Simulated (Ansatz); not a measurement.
# La2NbO3: one candidate of a structure search, part 2 of 2

The task: take a trial cell of La2NbO3 to zero force and stress.

Ansatz 0.2.0; DFT PBE, scalar-relativistic, plane waves, PAW. The steps go on from the part before.

## 4. Relaxation on the finer mesh

The end of the coarse run is made exact in the group found at a tolerance of 0.06 Å and reduced to its primitive cell.

File input.yaml:

```yaml
crystal:
  lattice:
    - [4.9592361165, 0.0, 0.0]
    - [-2.4796180582, 4.2948244602, 0.0]
    - [0.0, 0.0, 5.8888530785]
  atoms:
    - { symbol: La, position: [0.6666666667, 0.3333333333, 0.5] }
    - { symbol: La, position: [0.0, 0.0, 0.5] }
    - { symbol: Nb, position: [0.0, 0.0, 0.0], spin: 2.05 }
    - { symbol: O, position: [0.3333333333, 0.6666666667, 0.5] }
    - { symbol: O, position: [0.6666666667, 0.3333333333, 0.8795162467] }
    - { symbol: O, position: [0.6666666667, 0.3333333333, 0.1204837533] }
basis:
  ecutwfc: 420
kpoints:
  mp_grid: { grid: [12, 12, 6] }
hamiltonian:
  xc: pbe
scf:
  occupations: { method: gaussian, width: 0.1 }
output:
  forces: true
  stress: true
  eigenvalues: true
  populations: true
  write_density: true
  write_potential: true
  elf: true
  volumetric_format: npy
magnetization:
  spin_polarized: true
relax:
  adjacent_minimum: "off"
  f_tol: 0.01
  max_steps: 80
  cell: { stress_tol: 0.05 }
```

Launch:

```
> ansatz run input.yaml --threads 1 --pin off --max-ram 2560MiB --backend cpu --events-out ev --progress --plain --runs-dir out
```

The log of the run, cut to the lines that bear on the results:

```text
Warning: RAYON_NUM_THREADS=1 ignored (pool sized by the plan → 1); use --threads N
La: projections on atomic orbitals take those of the free atom [Kr 4d10] 4f0 5s2 5p6 5d1 6s2, of charge +0.00 (hamiltonian.pseudopotentials.projection_atoms); the dataset's partial waves leave at most 1.9e-5 of an orbital's norm unspanned inside its sphere
[...]
Pseudopotentials: kind: paw
Pseudopotential: La, paw, valence charge 11, recommended cutoff 420 eV (normal), La.paw.azcp
Pseudopotential: Nb, paw, valence charge 13, recommended cutoff 420 eV (normal), Nb.paw.azcp
Pseudopotential: O, paw, valence charge 6, recommended cutoff 420 eV (normal), O.paw.azcp
Functional definition: PBE
[...]
Crystal: 6 atoms, lattice volume = 125.427 Å³
Basis set: ecut = 420 eV, 2449 PW (Γ), exchange–correlation on 72×72×80 points (8 copies of the dense FFT grid, shifted against one another)
[...]
  cell:  # Å, volume = 125.9279 Å³
    - [4.959054295620362, -2.8866437217061193e-11, 3.6985140445893507e-19]
    - [-2.4795271477851824, 4.294666998768013, -1.8492570222760097e-19]
    - [4.3918065818702e-19, 2.884081552207694e-33, 5.9128037081479]
  atoms:
    - { symbol: La, position: [0.6666666666666667, 0.3333333333333333, 0.5] }
    - { symbol: La, position: [-2.1587669922548894e-17, -1.2335811382928863e-17, 0.5] }
    - { symbol: Nb, position: [-2.1587669922548894e-17, -1.2335811382928863e-17, 6.137030748505012e-21] }
    - { symbol: O, position: [0.33333333333333337, 0.6666666666666667, 0.5] }
    - { symbol: O, position: [0.6666666666666667, 0.3333333333333333, 0.8798634404097032] }
    - { symbol: O, position: [0.6666666666666667, 0.3333333333333333, 0.12013655959029666] }
--- Löwdin populations: 6 sites ---
  site symbol       q [e]    m [muB]
     0     La     10.4452    -0.0199
     1     La     10.8632     0.2251
     2     Nb     12.3624     2.7125
     3      O      6.5989     0.0810
     4      O      6.2899     0.1053
     5      O      6.2899     0.1053
  spilling = 0.002838 (of n_electrons = 53.000000)
```

Run time: 12 min. Hardware: 1 thread of Arm Neoverse V2, shared host; peak memory 0.78 GiB.

Relaxation path:

| step | energy from step 1 (eV/cell) | largest force component (eV/Å) | pressure (GPa) | volume (Å³) |
| --- | --- | --- | --- | --- |
| 1 | 0.0000 | 0.0011 | 0.33 | 125.43 |
| 2 | 0.0013 | 0.0193 | -0.18 | 126.42 |
| 3 | 0.0002 | 0.0069 | -0.01 | 126.03 |
| 4 | -0.0002 | 0.0002 | 0.02 | 125.92 |
| 5 | -0.0002 | 0.0057 | 0.00 | 125.93 |
| 6 | -0.0010 | 0.0058 | 0.01 | 125.93 |

Step 1 is the start. Step 6 repeats the geometry before it on a plane-wave basis chosen anew for that cell, so its energy need not be comparable with the rows above. The walk judges its steps with a correction for the finite basis (Pulay term) that this column leaves out, so accepted steps can climb here and lower ones be refused.

|  | before | after | change |
| --- | --- | --- | --- |
| a (Å) | 4.959 | 4.959 | 0.0 % |
| b (Å) | 4.959 | 4.959 | 0.0 % |
| c (Å) | 5.889 | 5.913 | +0.4 % |
| volume (Å³/atom) | 20.90 | 20.99 | +0.4 % |
| shortest distance (Å) | 1.419 | 1.421 | +0.1 % |
| space group (0.01 Å) | P-6m2 | P-6m2 | same |

Forces and stress were held to the start's 12 operations: a distortion of lower symmetry was not tested.

Site by site:

```
atom  moment in the atom's sphere (μB)  Löwdin electrons
 La1                             -0.01             10.45
 La2                              0.10             10.86
 Nb3                              1.98             12.36
  O4                              0.08              6.60
  O5                              0.07              6.29
  O6                              0.07              6.29
```

The Löwdin counts miss 0.15 of the 53 electrons, which the atomic orbitals do not span, so they are no charges.

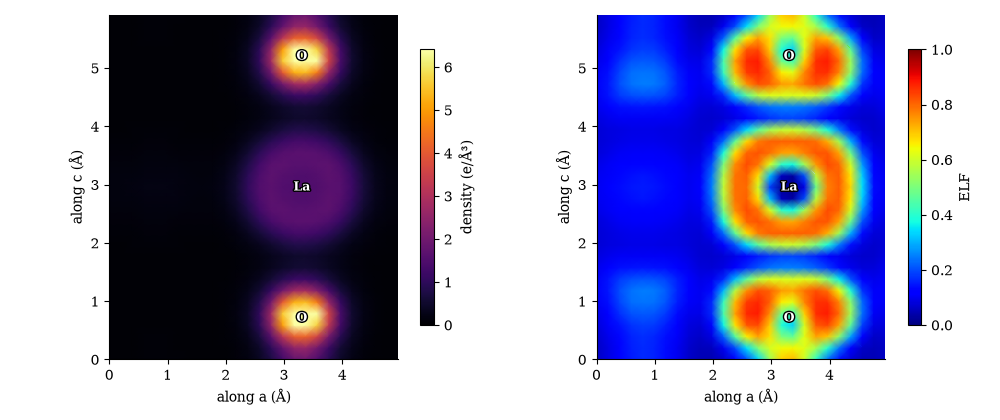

Density (left) and ELF (right) in a lattice plane of the grid's cell (edges 4.96 and 5.91 Å, at 0.333 of the third edge), which holds La and O. Only atoms in the plane are labelled; the density scale stops at 6.41 e/Å³. Both are smooth fields of the valence electrons: close to the nuclei they are not physical.

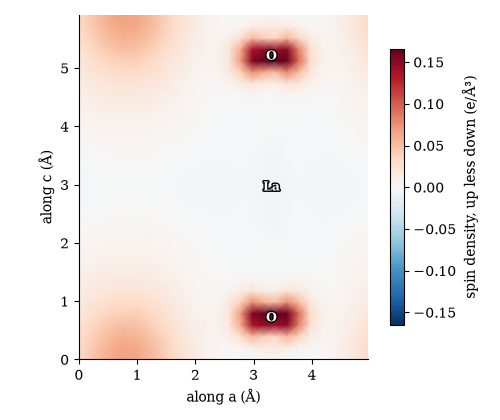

Spin density in a lattice plane of the grid's cell (edges 4.96 and 5.91 Å, at 0.333 of the third edge), which holds La and O.

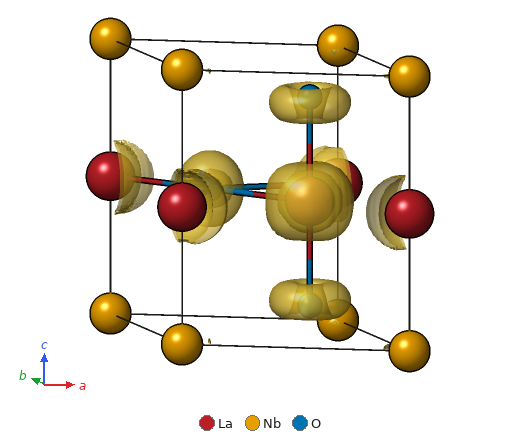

Surface of ELF = 0.79, drawn in one cell.

Maxima of ELF outside the ion cores: 0.89 beside O, off the lines to its neighbours, 0.6 Å from O; 0.85 in the shell around O, 0.6 Å from O; 0.71 on the O–O line, 0.7 Å from O.

## 5. Changing settings: mp_grid.shift [0.5, 0.5, 0.5], ecutwfc left out

File input.yaml:

```yaml
crystal:
  lattice:
    - [4.9590542956, 0.0, 0.0]
    - [-2.4795271478, 4.2946669988, 0.0]
    - [0.0, 0.0, 5.9128037081]
  atoms:
    - { symbol: La, position: [0.6666666667, 0.3333333333, 0.5] }
    - { symbol: La, position: [0.0, 0.0, 0.5] }
    - { symbol: Nb, position: [0.0, 0.0, 0.0], spin: 2.05 }
    - { symbol: O, position: [0.3333333333, 0.6666666667, 0.5] }
    - { symbol: O, position: [0.6666666667, 0.3333333333, 0.8798634404] }
    - { symbol: O, position: [0.6666666667, 0.3333333333, 0.1201365596] }
kpoints:
  mp_grid: { grid: [12, 12, 6], shift: [0.5, 0.5, 0.5] }
hamiltonian:
  xc: pbe
scf:
  occupations: { method: gaussian, width: 0.1 }
output:
  forces: true
  eigenvalues: true
  stress: true
magnetization:
  spin_polarized: true
```

Launch:

```
> ansatz run input.yaml --threads 1 --pin off --max-ram 2560MiB --backend cpu --events-out ev --progress --plain --runs-dir out
```

The log of the run:

```text
Warning: crystal.symmetry: narrowed to the stabiliser of the k-point mesh — unitary ops 12 → 4; excluded 8 operations that carry a point of the 12×12×6 mesh (shift [0.5, 0.5, 0.5]) off the mesh (the run samples exactly the mesh kpoints.mp_grid names, as under crystal.symmetry.detect: false, and its converged state has the mesh's symmetry, not the crystal's; ε∞, the Born charges and the force constants of a linear response (`dielectric:` by the response, `phonons.method: dfpt`) are averaged over those of the crystal's operations that the state keeps within a tolerance, where `mesh_tensors`, `unaveraged_element` or `gamma_mean_max_change_ev_ang2` stands beside them; a row that `dielectric.field_direction` solves alone is averaged likewise, with nothing beside; a Γ-centred mesh of equal divisions is mapped onto itself by every operation and keeps the whole group, as does a half-shifted one under kpoints.further_shifts: images)
Warning: RAYON_NUM_THREADS=1 ignored (pool sized by the plan → 1); use --threads N
[... 10 set-up lines as earlier in the session ...]
Crystal: 6 atoms, lattice volume = 125.928 Å³
Basis set: ecut = 420 eV, 2473 PW (Γ), exchange–correlation on 72×72×80 points (8 copies of the dense FFT grid, shifted against one another)
Bands: 34, of which v1, the nominal top of the filled ones, is band 27 counted from 1 (26 counted from 0)
Symmetry: 4 space group operations
k-points: 126 of 864 (time reversal used)
[... 7 set-up lines as earlier in the session ...]
Initial density: superposition of atomic densities (chi_scale 0.1, normalization cell, long waves kept (reshape's long-wave potential 0.09 eV rms))
Starting moments: Σ|m| = 2.05 μB on 1 of 6 sites
[... 2 set-up lines as earlier in the session ...]
SCF iter   1: F=—  HF=-18786.889598 eV  |F-HF|=—  |Δ(HF+E_count)|=         —  Δρ=3.30e-1 (↑3.30e-1 ↓3.26e-1)  dr2=1.14e3  dr2_m=5.43e-1  M=0.387 μB ∫|m|=0.492 μB  β_m=0.30  ethr=3.10e-3  ⟨swp⟩=4.7  Hψ=32069  notcnv=0
Mixer restart at iter 1: flushing history
preconditioner: auto → Kerker (q_TF=auto, 2.362 Å⁻¹)  [metal: Δε(μ)=0.001 eV  Ē_g=8.376 eV  σ=0.100 eV  W_gap=0.00  n_scr=22 (ndim 8)  ℏωp=21.2 eV  f_vac=0.013  D(μ)=15.39/eV (n_scr^D=224)]
spin=Collinear: Kerker preconditioning applied to the charge; magnetization (m = ρ↑ − ρ↓) channel mixes plain (no charge-response kernel on spin).
SCF iter   2: F=—  HF=-18765.525237 eV  |F-HF|=—  |Δ(HF+E_count)|=    2.14e1  Δρ=1.03e-1 (↑1.02e-1 ↓1.03e-1)  dr2=4.94e1  dr2_m=6.56e-2  M=0.670 μB ∫|m|=1.050 μB  β_m=0.27  ethr=3.10e-3  ⟨swp⟩=15.7  Hψ=83068  notcnv=0  defer=551
SCF iter   3: F=—  HF=-18756.953118 eV  |F-HF|=—  |Δ(HF+E_count)|=    8.57e0  Δρ=7.16e-2 (↑7.05e-2 ↓7.16e-2)  dr2=2.57e1  dr2_m=2.35e-2  M=0.762 μB ∫|m|=1.179 μB  β_m=0.64  ethr=3.10e-3  ⟨swp⟩=7.9  Hψ=24746  notcnv=0  defer=356
SCF iter   4: F=—  HF=-18746.665443 eV  |F-HF|=—  |Δ(HF+E_count)|=    1.03e1  Δρ=1.71e-2 (↑1.71e-2 ↓1.60e-2)  dr2=2.39e0  dr2_m=2.69e-2  M=1.371 μB ∫|m|=1.808 μB  β_m=0.61  ethr=3.10e-3  ⟨swp⟩=7.4  Hψ=33595  notcnv=0  defer=323
SCF iter   5: F=—  HF=-18747.141982 eV  |F-HF|=—  |Δ(HF+E_count)|=   4.77e-1  Δρ=5.10e-2 (↑4.90e-2 ↓5.10e-2)  dr2=2.10e1  dr2_m=1.79e-2  M=1.513 μB ∫|m|=1.842 μB  β_m=0.80  ethr=3.10e-3  ⟨swp⟩=9.3  Hψ=36054  notcnv=0  defer=384  recentre
SCF iter   6: F=—  HF=-18746.615551 eV  |F-HF|=—  |Δ(HF+E_count)|=   5.26e-1  Δρ=2.55e-2 (↑2.55e-2 ↓1.97e-2)  dr2=2.36e0  dr2_m=2.18e-1  M=2.631 μB ∫|m|=2.924 μB  β_m=0.61  ethr=3.10e-3  ⟨swp⟩=11.6  Hψ=45607  notcnv=0  defer=158
SCF iter   7: F=—  HF=-18746.516843 eV  |F-HF|=—  |Δ(HF+E_count)|=   9.87e-2  Δρ=2.00e-2 (↑2.00e-2 ↓1.22e-2)  dr2=1.31e0  dr2_m=1.38e-1  M=2.816 μB ∫|m|=3.139 μB  β_m=0.80  ethr=3.10e-3  ⟨swp⟩=4.8  Hψ=16754  notcnv=0  defer=268
SCF iter   8: F=—  HF=-18746.492642 eV  |F-HF|=—  |Δ(HF+E_count)|=   2.42e-2  Δρ=1.32e-2 (↑1.32e-2 ↓1.30e-2)  dr2=9.73e-1  dr2_m=1.06e-2  M=3.333 μB ∫|m|=3.544 μB  β_m=0.71  ethr=2.47e-3  ⟨swp⟩=7.1  Hψ=21366  notcnv=0  defer=398
SCF iter   9: F=—  HF=-18746.422971 eV  |F-HF|=—  |Δ(HF+E_count)|=   6.97e-2  Δρ=7.63e-3 (↑7.38e-3 ↓7.63e-3)  dr2=3.62e-1  dr2_m=1.10e-3  M=3.195 μB ∫|m|=3.422 μB  β_m=0.85  ethr=1.84e-3  ⟨swp⟩=4.3  Hψ=15554  notcnv=0  defer=336
SCF iter  10: F=—  HF=-18746.319712 eV  |F-HF|=—  |Δ(HF+E_count)|=   1.03e-1  Δρ=3.12e-3 (↑2.52e-3 ↓3.12e-3)  dr2=5.62e-2  dr2_m=6.45e-4  M=3.194 μB ∫|m|=3.386 μB  β_m=0.93  ethr=6.83e-4  ⟨swp⟩=6.8  Hψ=21029  notcnv=0  defer=351
SCF iter  11: F=—  HF=-18746.315020 eV  |F-HF|=—  |Δ(HF+E_count)|=   4.69e-3  Δρ=1.93e-3 (↑1.93e-3 ↓1.89e-3)  dr2=2.66e-2  dr2_m=5.23e-4  M=3.268 μB ∫|m|=3.424 μB  β_m=0.96  ethr=1.06e-4  ⟨swp⟩=3.2  Hψ=13004  notcnv=0  defer=318
SCF iter  12: F=—  HF=-18746.311204 eV  |F-HF|=—  |Δ(HF+E_count)|=         —  Δρ=6.65e-4 (↑5.39e-4 ↓6.65e-4)  dr2=1.87e-3  dr2_m=1.37e-4  M=3.334 μB ∫|m|=3.455 μB  β_m=0.96  ethr=5.01e-5  ⟨swp⟩=4.3  Hψ=16847  notcnv=0  defer=324
Mixer restart at iter 12: flushing history
SCF iter  13: F=—  HF=-18746.311077 eV  |F-HF|=—  |Δ(HF+E_count)|=   1.28e-4  Δρ=5.11e-4 (↑5.11e-4 ↓4.10e-4)  dr2=7.50e-4  dr2_m=6.57e-5  M=3.359 μB ∫|m|=3.465 μB  β_m=0.83  ethr=3.52e-6  ⟨swp⟩=3.4  Hψ=18867  notcnv=0  defer=312
SCF iter  14: F=—  HF=-18746.311330 eV  |F-HF|=—  |Δ(HF+E_count)|=   2.54e-4  Δρ=2.30e-4 (↑1.96e-4 ↓2.30e-4)  dr2=8.23e-5  dr2_m=3.80e-5  M=3.374 μB ∫|m|=3.473 μB  β_m=0.91  ethr=1.42e-6  ⟨swp⟩=2.1  Hψ=13987  notcnv=0  defer=305
SCF iter  15: F=—  HF=-18746.311281 eV  |F-HF|=—  |Δ(HF+E_count)|=   4.97e-5  Δρ=1.70e-4 (↑1.70e-4 ↓1.64e-4)  dr2=4.87e-5  dr2_m=2.19e-5  M=3.402 μB ∫|m|=3.488 μB  β_m=0.96  ethr=1.55e-7  ⟨swp⟩=2.6  Hψ=15886  notcnv=0  defer=305
SCF iter  16: F=—  HF=-18746.311414 eV  |F-HF|=—  |Δ(HF+E_count)|=   1.34e-4  Δρ=1.11e-4 (↑1.08e-4 ↓1.11e-4)  dr2=2.75e-5  dr2_m=8.93e-6  M=3.438 μB ∫|m|=3.508 μB  β_m=0.98  ethr=9.19e-8  ⟨swp⟩=3.0  Hψ=16574  notcnv=0  defer=303
SCF iter  17: F=—  HF=-18746.311477 eV  |F-HF|=—  |Δ(HF+E_count)|=   6.29e-5  Δρ=5.61e-5 (↑5.61e-5 ↓4.83e-5)  dr2=1.09e-5  dr2_m=1.63e-6  M=3.470 μB ∫|m|=3.527 μB  β_m=0.99  ethr=5.20e-8  ⟨swp⟩=3.1  Hψ=16733  notcnv=0  defer=303
SCF iter  18: F=—  HF=-18746.311488 eV  |F-HF|=—  |Δ(HF+E_count)|=   1.10e-5  Δρ=3.68e-5 (↑3.06e-5 ↓3.68e-5)  dr2=3.94e-6  dr2_m=9.01e-7  M=3.475 μB ∫|m|=3.530 μB  β_m=0.99  ethr=2.05e-8  ⟨swp⟩=2.4  Hψ=14880  notcnv=0  defer=303
SCF iter  19: F=—  HF=-18746.311494 eV  |F-HF|=—  |Δ(HF+E_count)|=   5.86e-6  Δρ=2.66e-5 (↑2.66e-5 ↓2.59e-5)  dr2=2.56e-6  dr2_m=4.57e-7  M=3.484 μB ∫|m|=3.535 μB  β_m=1.00  ethr=7.44e-9  ⟨swp⟩=2.7  Hψ=15663  notcnv=0  defer=303
SCF iter  20: F=—  HF=-18746.311497 eV  |F-HF|=—  |Δ(HF+E_count)|=   3.07e-6  Δρ=1.68e-5 (↑1.58e-5 ↓1.68e-5)  dr2=1.50e-6  dr2_m=1.00e-7  M=3.492 μB ∫|m|=3.541 μB  β_m=0.99  ethr=4.83e-9  ⟨swp⟩=2.9  Hψ=16254  notcnv=0  defer=303
SCF iter  21: F=—  HF=-18746.311497 eV  |F-HF|=—  |Δ(HF+E_count)|=   5.04e-7  Δρ=5.77e-6 (↑5.77e-6 ↓3.44e-6)  dr2=2.72e-7  dr2_m=5.96e-9  M=3.497 μB ∫|m|=3.544 μB  β_m=0.97  ethr=2.84e-9  ⟨swp⟩=2.6  Hψ=15863  notcnv=0  defer=303
SCF iter  22: F=—  HF=-18746.311498 eV  |F-HF|=—  |Δ(HF+E_count)|=   3.10e-8  Δρ=2.80e-6 (↑2.80e-6 ↓2.00e-6)  dr2=2.79e-8  dr2_m=3.53e-9  M=3.497 μB ∫|m|=3.544 μB  β_m=0.99  ethr=5.13e-10  ⟨swp⟩=2.5  Hψ=11855  notcnv=0  defer=303
SCF iter  23: F=-18746.311498 eV  HF=-18746.311498 eV  |F-HF|=1.81e-9  |Δ(HF+E_count)|=   1.48e-8  Δρ=1.24e-6 (↑1.24e-6 ↓8.41e-7)  dr2=5.25e-9  dr2_m=4.25e-10  M=3.496 μB ∫|m|=3.544 μB  ethr=5.27e-11  ⟨swp⟩=16.4  Hψ=65907  notcnv=0
SCF 1 converged in 23 iterations: F = -18746.311498 eV  dr2 = 5.25e-9
SCF converged after 23 iterations
Magnetization: 3.4963 μB (28.2481 up, 24.7519 down)
Absolute magnetization: 3.5469 μB (∫|ρ↑−ρ↓|, with the PAW one-centre terms)
Spin contamination: 0.1480 ħ² per cell (⟨S²⟩ above its minimum at these occupations)
Per-site moments (μB) at R_I (Å): [(-0.004112994554863685, 0.9264989080746066), (0.15269673874738193, 1.1810334246611924), (2.0815318700489445, 1.216839688903025), (0.07793265780149214, 1.1810334246611924), (0.07651302449824951, 0.5860337134420371), (0.07651302449824952, 0.5860337134420371)]
Free energy (F): -18746.311498 eV
Harris-Foulkes:  -18746.311498 eV  (|F-HF|=1.81e-9)
Internal energy: -18746.261909 eV  (E = F + TS)
E sigma→0 (E₀):  -18746.286703 eV
Entropy (-TS):   -0.049588 eV (-8.265 meV/atom)
Fermi energy:    10.101187 eV
--- Per-component energies (eV) ---
  E_band       = -287.968265
  E_kinetic    = 1304.666512
  E_local      = -3068.574400  (includes V_loc(G=0)·N_el)
  E_nonlocal   = 465.720804
  E_hartree    = 1069.874536
  E_xc         = -672.457540
  E_vxc        = -786.655267  (∫ρ·V_xc dr)
  E_paw        = -14382.723202  (= ΣΔE_a)
  E_vpaw       = -342.883874  (= ΣTr[D̂ρ^β])
  E_aug_tail   = 0.006990  (compensation charges beyond the density's cutoff)
  E_ewald      = -3462.775609
  E_smearing   = -0.049588  (= −TS)
  E_closure    = -0.000000  (closes the sum)
  Σ components = -18746.311498   (vs F -18746.311498, Δ=0.00e0)
--- Forces (eV/Å), atoms counted from 1 ---
  atom   1  La     0.01069510    -0.00617482     0.00000000
  atom   2  La    -0.01206410     0.00696521     0.00000000
  atom   3  Nb     0.00041501    -0.00023961     0.00000000
  atom   4  O      0.00009173    -0.00005296     0.00000000
  atom   5  O      0.00043434    -0.00025077    -0.03848062
  atom   6  O      0.00043434    -0.00025077     0.03848062
  max |Σ_I F_I| component: 6.42e-6 eV/Å
--- Stress (GPa, compression-positive) ---
        0.102585      -0.005316       0.000000
       -0.005316       0.096447       0.000000
        0.000000       0.000000       0.910826
  P = ⅓ Tr σ = 0.3700 GPa (3.700 kbar)
--- Band table (eV; the first three rows and the last of 252) ---
  k-point 0 ↑: bands = ["-45.4555", "-23.4916", "-22.1100", "-21.7479", "-21.7478", "-21.5344", "-13.6109", "-9.0484", "-8.3956", "-8.3493", "-7.3033", "-6.3970", "-5.3204", "-5.3155", "-3.8227", "1.2368", "3.3297", "3.3415", "6.5146", "6.5845", "6.6118", "6.6326", "7.4014", "7.8097", "9.1024", "9.1081", "9.2312", "10.2175", "10.2408", "11.1250", "11.2693", "11.4275", "11.4359", "11.7132"]
  k-point 1 ↑: bands = ["-45.4554", "-23.5013", "-22.1488", "-21.7479", "-21.7478", "-21.4719", "-13.7065", "-8.5151", "-8.3963", "-8.3498", "-7.3031", "-6.4859", "-5.3206", "-5.3156", "-4.8253", "2.1846", "3.2418", "3.2516", "6.5186", "6.5875", "6.9124", "6.9269", "7.3114", "8.5235", "9.2733", "9.2797", "9.4211", "10.1959", "10.2192", "10.8948", "10.9006", "10.9584", "11.2690", "11.7485"]
  k-point 2 ↑: bands = ["-45.4554", "-23.5109", "-22.1809", "-21.7478", "-21.7477", "-21.4162", "-13.7943", "-8.3970", "-8.3508", "-7.6363", "-7.3030", "-6.6343", "-5.9811", "-5.3206", "-5.3158", "3.0599", "3.1617", "3.1695", "6.5225", "6.5905", "7.2344", "7.2596", "7.2632", "9.5485", "9.5938", "9.6129", "9.7519", "10.0534", "10.0594", "10.3570", "10.3675", "10.6633", "11.2680", "11.3185"]
  k-point 125 ↓: bands = ["-44.0917", "-23.0883", "-22.5391", "-20.1253", "-20.0792", "-20.0738", "-13.6375", "-8.6296", "-8.3367", "-7.4301", "-6.4589", "-6.3798", "-6.0806", "-5.7526", "-4.7402", "3.1487", "3.3077", "3.4278", "6.4107", "6.5522", "7.1921", "7.4492", "7.5814", "9.6451", "10.0622", "10.6217", "10.8238", "11.0528", "11.0873", "11.3261", "11.3701", "11.4849", "11.5355", "11.6684"]
```

It took 5.6 min on 1 thread of Arm Neoverse V2, shared host; peak memory 0.96 GiB.

```
    run     ending  energy change  pressure (GPa)  gap (eV)  abs. moment (μB)  force (eV/Å)  cycles     time
 step 4  converged              0             0.0      0.00              3.31          0.01       -   12 min
variant  converged  -2.2 meV/atom             0.4      0.00              3.55          0.04      23  5.6 min
```

Changing the k-point mesh moves the energy by -2.2 meV/atom, and the pressure goes from 0.0 to 0.4 GPa, the absolute moment goes from 3.31 to 3.55 μB and the largest force goes from 0.01 to 0.04 eV/Å. The energy is not variational in the mesh, so the sign tells nothing.

## 6. Summary of results

What follows sums up all 2 parts. Changes of volume or cell count from the first structure of part 1.

| quantity | value |
| --- | --- |
| symmetry at the end (tolerance 0.05 Å) | space group P-6m2 (No. 187) |
| conventional cell | a = 4.959 Å, b = 4.959 Å, c = 5.913 Å, α = 90.00°, β = 90.00°, γ = 120.00° |
| volume | 20.99 Å³/atom |
| energy over the elements (uncorrected; H, N, O, F and Cl as molecules) | +0.18 eV/atom |
| gap on the mesh | none (metal) |
| total moment | 3.23 μB/cell |

In words: The space group P-6m2 (No. 187) is kept, and the volume per atom grows by 24.8 % from the first guess. The formation energy is positive, so the separate elements lie lower. No finished test with a distortion of lower symmetry is shown, so the end may be a saddle point. Spin-orbit coupling is left out for La. An odd count of electrons in a cell without spin polarisation forces a partly filled band, so those cells are metals by count; spin or a larger cell could change that. Other magnetic orders were not searched.
